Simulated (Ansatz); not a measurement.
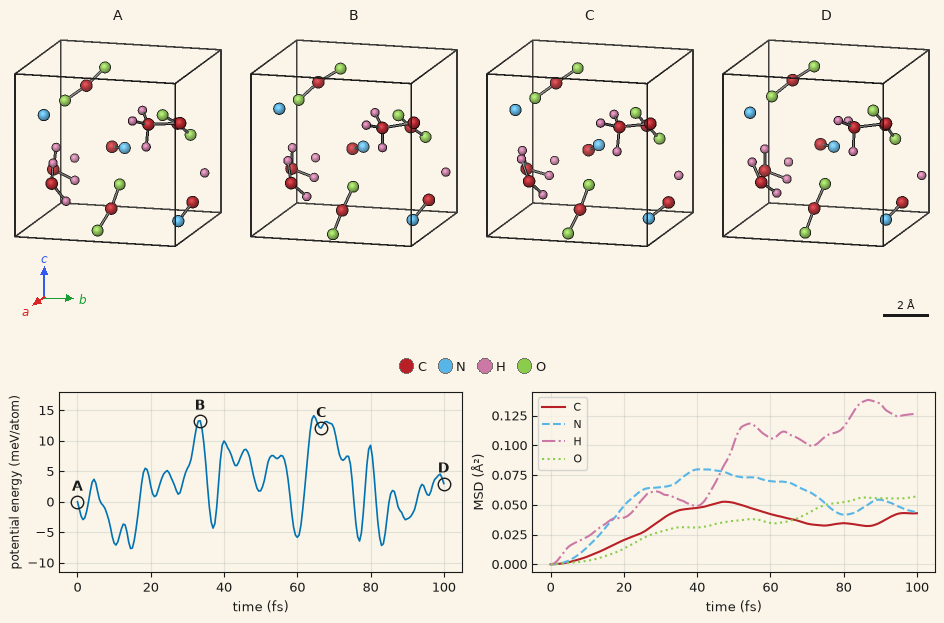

Molecular dynamics of a periodic cell with 3 CH3CN + 3 CO2 at 1.026 g/cm³, 100 fs long. It starts from the last geometry of an earlier run, with fresh velocities. Frames (A at 0 fs, B at 34 fs, C at 66 fs, D at 100 fs) and the history of the run. Style: ball-and-stick. Shown: the simulation cell, slightly off an axis.

The calculation used DFT PBE-D3(BJ), scalar-relativistic, plane waves, PAW in Ansatz. Run with plane-wave cutoff 420 eV; k-point mesh 1 × 1 × 1; Fermi-Dirac smearing 0.02 eV; low-accuracy preset; Langevin thermostat (NVT); set temperature 400 K; time step 0.5 fs; friction 0.05 per fs.

Input file:
```yaml
accuracy: low
crystal:
  lattice:
    - [7.447635, 0.0, 0.0]
    - [0.0, 7.447635, 0.0]
    - [0.0, 0.0, 7.447635]
  atoms:
    - { symbol: C, position: [0.76954105, 0.76758793, 0.68771411] }
    - { symbol: C, position: [0.75840824, 0.96162448, 0.70395238] }
    - { symbol: "N", position: [0.77597107, 1.11579306, 0.7076569] }
    - { symbol: H, position: [0.76135062, 0.75088327, 0.54689461] }
    - { symbol: H, position: [0.8929519, 0.70296332, 0.73075083] }
    - { symbol: H, position: [0.65446687, 0.69675027, 0.74551929] }
    - { symbol: C, position: [0.45030743, 0.08165819, 0.30402644] }
    - { symbol: C, position: [0.58990394, -0.0078703, 0.18652747] }
    - { symbol: "N", position: [0.70496044, -0.06452909, 0.0900384] }
    - { symbol: H, position: [0.32261345, -0.00943863, 0.31060682] }
    - { symbol: H, position: [0.49379866, 0.11190901, 0.45003852] }
    - { symbol: H, position: [0.39499978, 0.20055016, 0.23267569] }
    - { symbol: C, position: [-0.05244684, 0.21415764, 0.32837579] }
    - { symbol: C, position: [0.09304039, 0.34604142, 0.3846915] }
    - { symbol: "N", position: [0.19952952, 0.45577405, 0.40626219] }
    - { symbol: H, position: [0.01507187, 0.09007995, 0.28392267] }
    - { symbol: H, position: [-0.15318437, 0.19385789, 0.43192909] }
    - { symbol: H, position: [-0.11170803, 0.28693871, 0.21175469] }
    - { symbol: C, position: [0.23223034, 0.79491693, 0.58296065] }
    - { symbol: O, position: [0.35858805, 0.73828137, 0.65757914] }
    - { symbol: O, position: [0.10896451, 0.84115394, 0.49052279] }
    - { symbol: C, position: [0.31994104, 0.25096366, 0.80199844] }
    - { symbol: O, position: [0.37161109, 0.13196321, 0.71365143] }
    - { symbol: O, position: [0.27138989, 0.35364641, 0.90972704] }
    - { symbol: C, position: [0.65235366, 0.50188639, 0.13059182] }
    - { symbol: O, position: [0.73121222, 0.43887845, 0.00798424] }
    - { symbol: O, position: [0.58005329, 0.53351938, 0.26561] }
basis:
  ecutwfc: 420.0
kpoints:
  mp_grid: { grid: [1, 1, 1] }
hamiltonian:
  xc: pbe
  dispersion: d3bj
scf:
  occupations: { method: fermi_dirac, width: 0.02 }
  lower_state_search: "off"
  convergence: { dr2_threshold: 0.001 }
  max_iter: 67
md:
  timestep: 0.5
  n_steps: 200
  ensemble: nvt_langevin
  temperature: 400.0
  initial_velocities: maxwell_boltzmann
  seed: 505101
  friction: 0.05
```

Command:
```bash
ansatz run input.yaml --threads 1 --pin off --max-ram 3072MiB --backend cpu --events-out ev --progress --plain --runs-dir out
```

Q: What happens in this trajectory?

A: The mean temperature in the second half is 365 K (standard deviation 47 K). The potential energy is still drifting at the end, so the run hasn't reached equilibrium. The potential energy in the second half lies on average 3.4 meV per atom above the first frame. Root-mean-square distances from the starting positions over the second half, with the common drift of all atoms taken out: H 0.34 Å, N 0.24 Å, O 0.22 Å, C 0.20 Å. The heavy atoms stay within a fraction of a molecule's size of their starting places; so short a run doesn't tell a liquid from a solid. The self-consistency threshold is loose, so the forces are noisy.

Limits of the set-up: the program's low-accuracy preset was used; the periodic images lie only 7.4 Å apart, so the values are limited by the cell's size.

The run took 5.1 min on 1 thread of Arm Neoverse V1, on a shared host, peak memory 0.42 GiB.
